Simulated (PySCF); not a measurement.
## A study: C2H6Zn, SMILES `C[Zn]C`

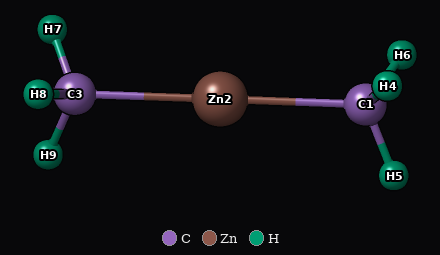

The molecule, with its atoms numbered as below. No frequency check shows the geometry to be a minimum.

Cartesian coordinates (Å):

```
C1       2.0420   -0.0014   -0.0002
Zn2     -0.0000    0.0007   -0.0000
C3      -2.0420   -0.0014   -0.0002
H4       2.4446   -0.1349    1.0009
H5       2.4446   -0.7999   -0.6159
H6       2.4446    0.9328   -0.3834
H7      -2.4445    1.0039   -0.0974
H8      -2.4445   -0.4181    0.9195
H9      -2.4445   -0.5877   -0.8204
```

## 1. Bonding charge

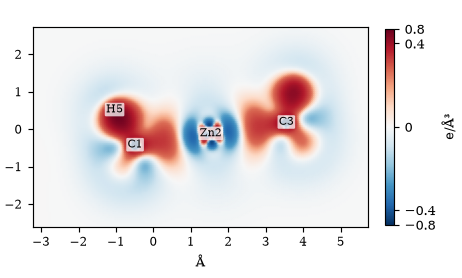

Deformation density (molecule less spherical, spin-averaged free atoms) in the plane of C1, Zn2, C3 and H5; colour scale in e/Å³, logarithmic beyond ±0.1; red: gain, blue: loss.

PySCF calculation, BLYP/def2-SVPD, gas phase; geometry: GFN2-xTB.

> How much density has each bond in this plane gained at its critical point, relative to the free atoms?

C1–H5: +0.61 e/Å³ at the bond critical point (bond length 1.09 Å). Zn2–C3 and C1–Zn2: +0.11 e/Å³ at the bond critical point (bond length 2.04 Å). In all, 1.6 electrons gather in the regions of gain relative to the promolecule. A small or negative value marks a very polar bond, one between electron-rich atoms, whose free-atom densities already overlap strongly, a long bond to a heavier atom, or a closed-shell contact such as a hydrogen bond.

> Where do the Hirshfeld charges lie?

The highest Hirshfeld charge is on Zn2 (+0.42 e), the lowest on C1 and C3 (−0.24 e).

```
atom  charge (e)
  C1       −0.24
 Zn2       +0.42
  C3       −0.24
  H4       +0.01
  H5       +0.01
  H6       +0.01
  H7       +0.01
  H8       +0.01
  H9       +0.01
```

## 2. Bond critical points

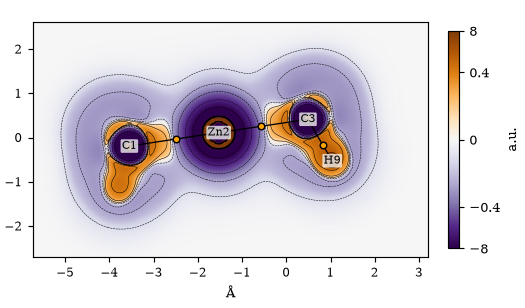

Negative Laplacian of the density (−∇²ρ) in the plane of C1, Zn2, C3 and H9 (orange positive, purple negative, colour scale in a.u., logarithmic beyond ±0.04), with bond paths and bond critical points (dots).

> Sort the bonds in the plane by the sign of ∇²ρ at their critical points.

Concentrated (∇²ρ < 0): C3–H9 (−0.95 a.u.). Depleted (∇²ρ > 0): Zn2–C3 and C1–Zn2 (+0.19 a.u., H = −0.028). A positive Laplacian with negative H is typical of metal–ligand bonds.

> Where along C3–H9 does the critical point lie?

0.68 Å from C3 and 0.41 Å from H9.

## 3. Local ionisation energy

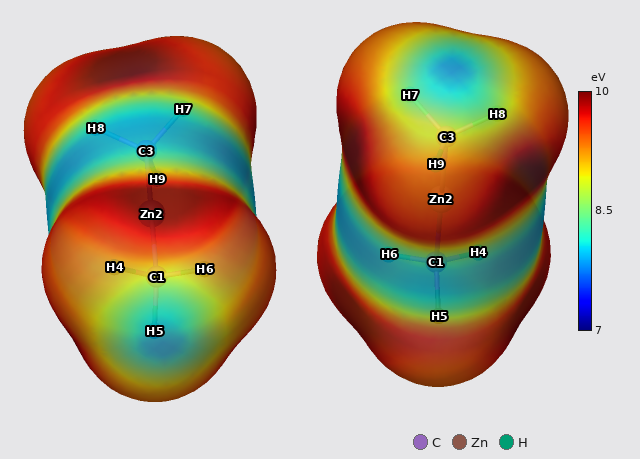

Average local ionisation energy on the surface of electron density 0.001 a.u. (back view left, front view right).

> Locate the minima of the map.

The lowest value is 7.9 eV, near H9 (1.96 Å), H7 (1.97 Å), H8 (1.98 Å) and C3 (2.10 Å), and at like points elsewhere. Further minima include 7.9 eV, 2.0 Å from Zn2, and at like points elsewhere. For comparison, the highest occupied orbital lies at −5.8 eV.

## 4. Excited states

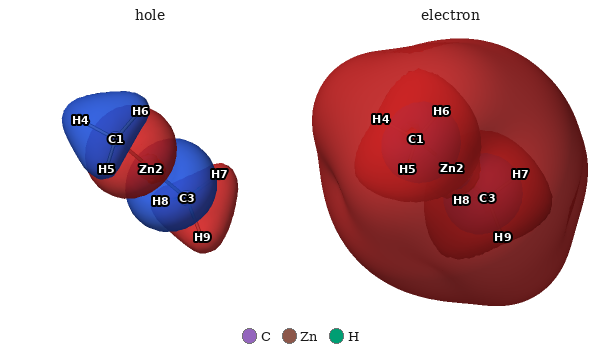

Leading natural transition orbital pair of S₃ (TDA singlet states); the surfaces enclose about 85 % of each orbital's density.

Level of theory: ωB97X/def2-TZVP (PySCF), at a geometry from GFN2-xTB. Without diffuse functions Rydberg states are missing, so the states' numbers hold for this basis only.

> Give its energy and the atoms that hole and electron lie on.

6.92 eV (179 nm), f = 0.545 (bright), partly diffuse acceptor orbital, which a basis without diffuse functions describes poorly; the leading pair carries 93 %; hole on C1 and C3 (29 % each) and Zn2 (22 %), electron on Zn2 (39 %), C1 and C3 (13 % each) and H4, H5, H6, H7, H8 and H9 (6 % each) (atom shares of so diffuse an orbital are rough); their centroids lie 0.0 Å apart. In canonical orbitals it is mainly HOMO → LUMO+2 (92 %). The HOMO–LUMO gap is 11.13 eV.

## 5. In an electric field

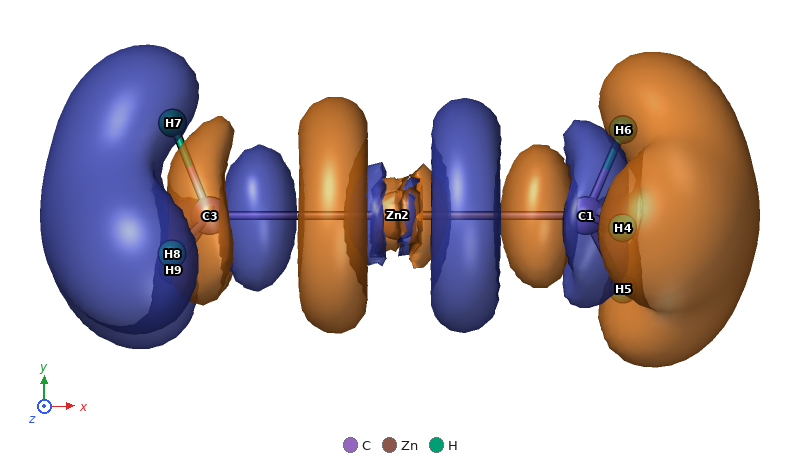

Change of the electron density in a uniform field of 0.21 V/Å, surfaces at ±0.001 e/Å³ (orange: gain, blue: loss).

Computed with PySCF, ωB97X/def2-SVPD, geometry: GFN2-xTB.

The field was applied in both directions; the picture shows the one opposite to the script's first.

> Along which Cartesian direction does the field point?

Along −x: electrons gather on the +x side, against the field.

> What dipole is induced, and what polarisability does it imply?

The induced dipole is 0.75 D (along the field); α along this axis, from the fields in both directions, is 74 bohr³ (10.9 Å³).

## 6. Localised orbitals

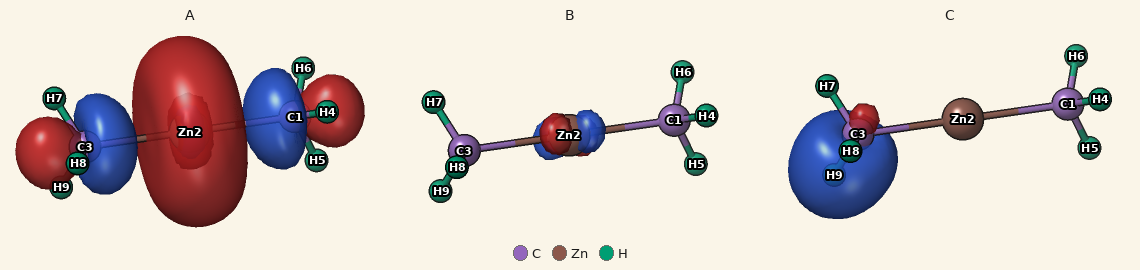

Intrinsic bond orbitals (IBO), occupied and valence-virtual; each surface holds about 80 % of the orbital's density. Energies are diagonal elements of the Fock matrix.

PySCF calculation, TPSS/def2-SVP, gas phase; geometry: GFN2-xTB.

> Name the orbitals, with their atomic make-up and energies.

By panel:
- A: antibonding multicentre orbital mainly over Zn2, C3 and C1 (Zn2 54 %, C3 23 %, C1 23 %; 1.2 eV)
- B: d orbital on Zn2 (Zn2 100 %; −10.6 eV)
- C: σ bond C3–H9 (C3 56 %, H9 44 %; −11.3 eV)

## 7. Stretching a bond

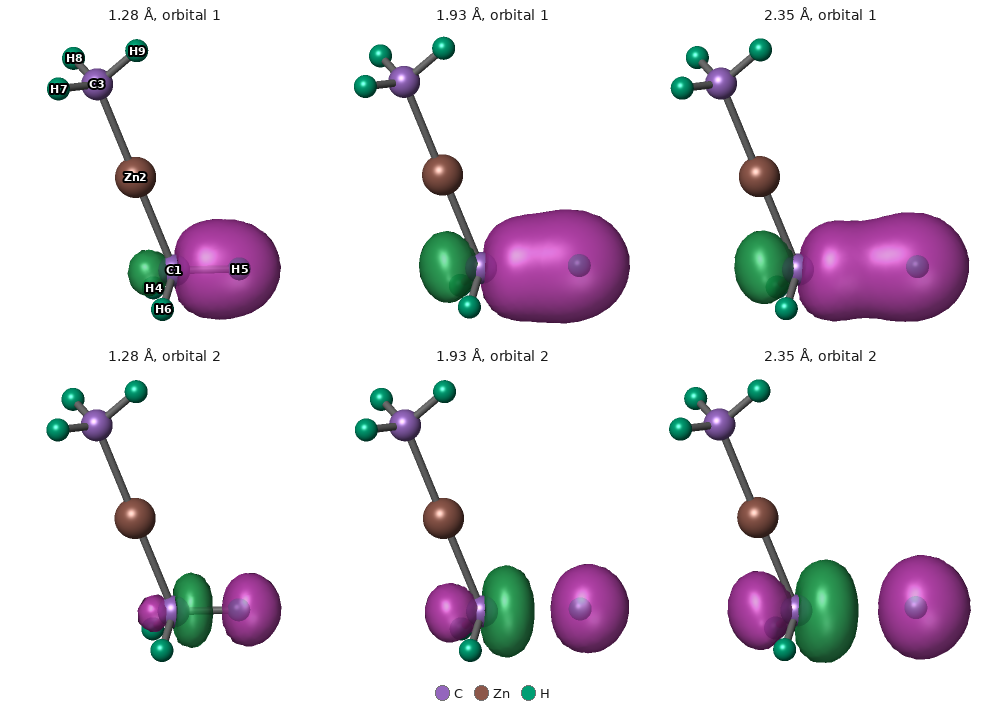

Rigid stretch of the C1–H5 bond. The two CASSCF(2,2) natural orbitals nearest half filling (orbital 1 the more occupied).

PySCF calculation, def2-SVP basis, gas phase; geometry: GFN2-xTB.

> How do the occupations change along the stretch?

1.28 Å: 1.97 and 0.03; 1.93 Å: 1.83 and 0.17; 2.35 Å: 1.64 and 0.36. At the longest distance computed (3.00 Å) they are 1.31 and 0.69, and the effective number of unpaired electrons is 1.6.

> Where does the UHF solution part from RHF?

Between 1.66 Å (⟨S²⟩ = 0, the two coincide) and 1.93 Å (⟨S²⟩ = 0.55); at 3.00 Å ⟨S²⟩ is 0.99 and UHF lies 3.1 eV below RHF.

> How much energy does the stretch cost?

By CASSCF, 4.2 eV from the lowest point of the scan (1.07 Å) to 3.00 Å; RHF gives 6.9 eV from its own lowest point. The fragments aren't relaxed and dynamic correlation is missing, so this isn't a bond dissociation energy.
